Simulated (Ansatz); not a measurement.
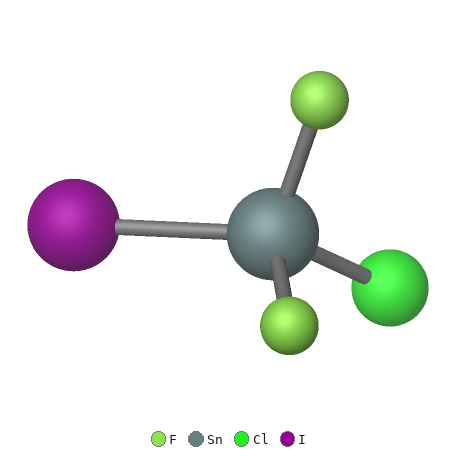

A ball-and-stick model of a molecule.

The computed structure is the end point of a PBE0-D4/def2-TZVP optimisation.

Description:

The molecule is SnIClF2. Its SMILES string is `[F][Sn]([F])([Cl])[I]`. This geometry has Cs symmetry. Coordination: 1 Sn tetrahedral.

The parts below concern this one geometry. Atoms keep their numbers from picture to picture.

### Shape

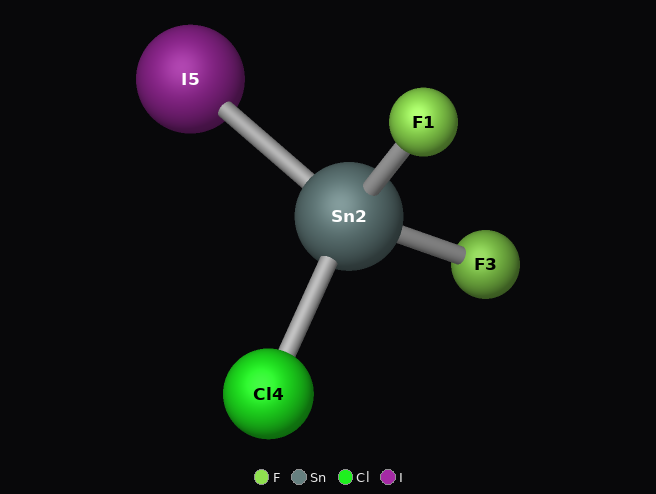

Numbered structure.

Estimate the angles F1–Sn2–F3, F1–Sn2–Cl4, F1–Sn2–I5, Cl4–Sn2–I5.

```tsv
angle	degrees
F1–Sn2–F3	104.1
F1–Sn2–Cl4	107.5
F1–Sn2–I5	110.7
Cl4–Sn2–I5	115.6
```

### Dipole moment

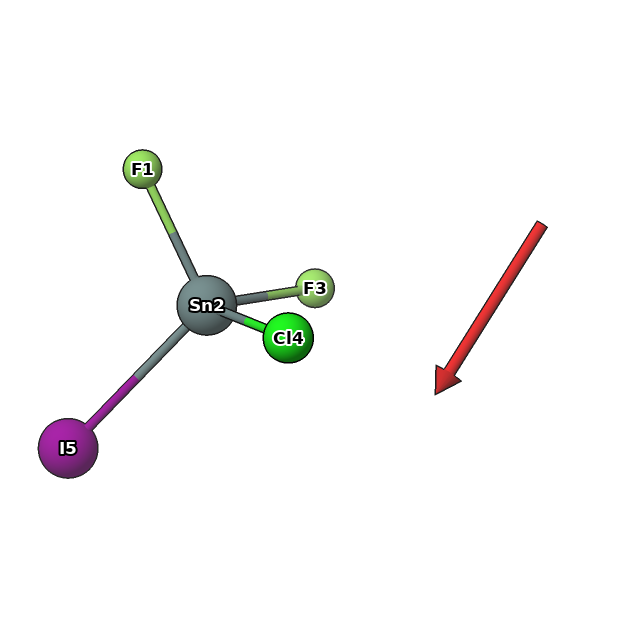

The arrow beside the molecule shows the direction of the dipole moment, from the negative to the positive end (its length means nothing). Method: RKS B3LYP-D4/def2-TZVPP, core potentials on I, Sn (Ansatz 0.2.0).

Question: Estimate the dipole moment.

Answer: 2.74 D; it points from the side of F1, F3 to the side of I5 (the outermost atoms at the two ends).

### Vibrations

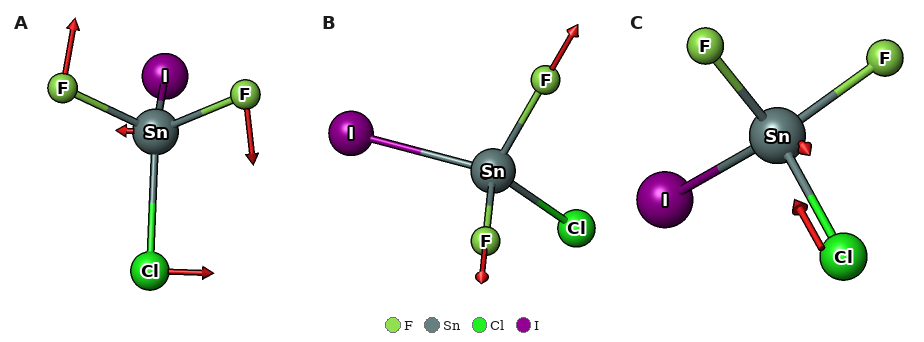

3 normal modes of one molecule or complex, as arrows. Harmonic vibrations computed with RKS PBE0-D4/def2-TZVP, core potentials on I, Sn (Ansatz 0.2.0) at a stationary point of the same level.

Question: Match the panels to the wavenumbers 131 cm⁻¹, 401 cm⁻¹, 649 cm⁻¹.

Answer: A: 131 cm⁻¹, Cl–Sn–F bending
B: 649 cm⁻¹, in-phase stretching of 2 Sn–F bonds
C: 401 cm⁻¹, Sn–Cl stretching

### Thermal motion

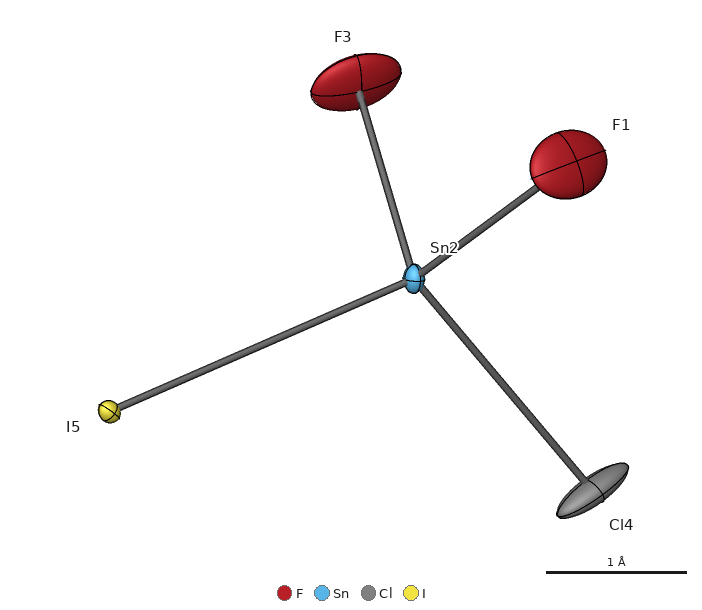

Displacement ellipsoids at the 50 % level, enlarged 1.5 times, from the internal vibrations of the free molecule (harmonic, no overall translation or rotation; no half-axis is drawn under 0.075 Å). Vibrations computed with RKS PBE0-D4/def2-TZVP, core potentials on I, Sn (Ansatz 0.2.0). Temperature: 298 K.

Question: Which atom has the largest mean-square displacement?

Answer: F1, F3, with U_eq = 0.0116 Å².

List U_eq and the three principal root-mean-square amplitudes for each kind of atom.

| atom | U_eq (Å²) | rms amplitudes (Å) |
| --- | --- | --- |
| F1, F3 | 0.0116 | 0.047, 0.104, 0.148 |
| Sn2 | 0.0014 | 0.026, 0.039, 0.045 |
| Cl4 | 0.0083 | 0.041, 0.061, 0.139 |
| I5 | 0.00095 | 0.022, 0.028, 0.040 |
